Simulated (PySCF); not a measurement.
**RbTl: density, localisation and related maps**

```xyz
2

Rb    0.0000    0.0000   -2.7852
Tl    0.0000    0.0000    1.1538
```

Core potentials replace the inner electrons of Rb and Tl.

Theory: PySCF, PBE0/def2-SVP, non-relativistic Hamiltonian with scalar-relativistic core potentials where named, at a bond length of 3.939 Å.

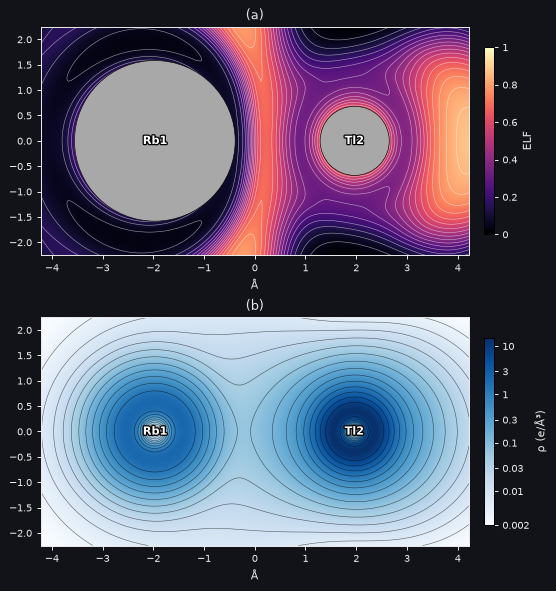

Figure 1. (a) electron localisation function; (b) electron density on a plane that holds the molecular axis. Grey discs cover the atomic cores in the ELF map.

### What does the map show?

- The section cuts through Rb and Tl sites.
- Rb–Tl (3.94 Å): ρ is about 0.08 e/Å³ halfway, with its minimum of 0.07 e/Å³ about 1.7 Å from Rb; the ELF peaks at about 0.70 in the valence shell of Tl, 1.8 Å from its nucleus, and is about 0.50 at the midpoint.

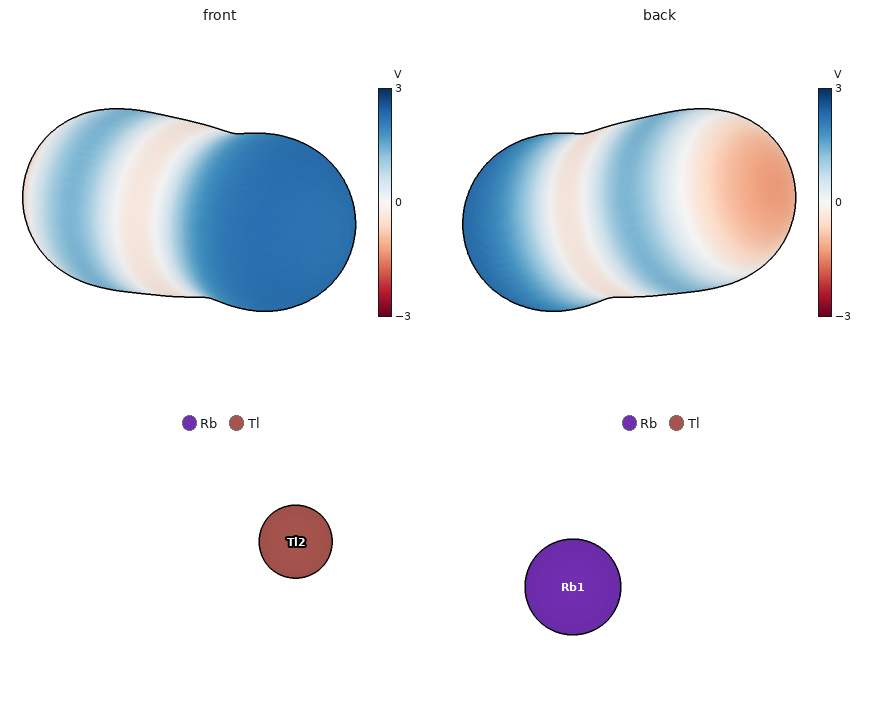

Figure 2. The electrostatic potential painted on the density surface at 0.002 e/bohr³, seen from the front and from behind; the colour scale runs from red (negative) to blue (positive). The bare structure is drawn below in the same view.

### Where is the surface potential most negative and most positive?

The most negative region (about −1.2 V, or −28 kcal/mol for a unit charge) lies over Tl2, the most positive (about +2.3 V, or +53 kcal/mol for a unit charge) over Rb1.
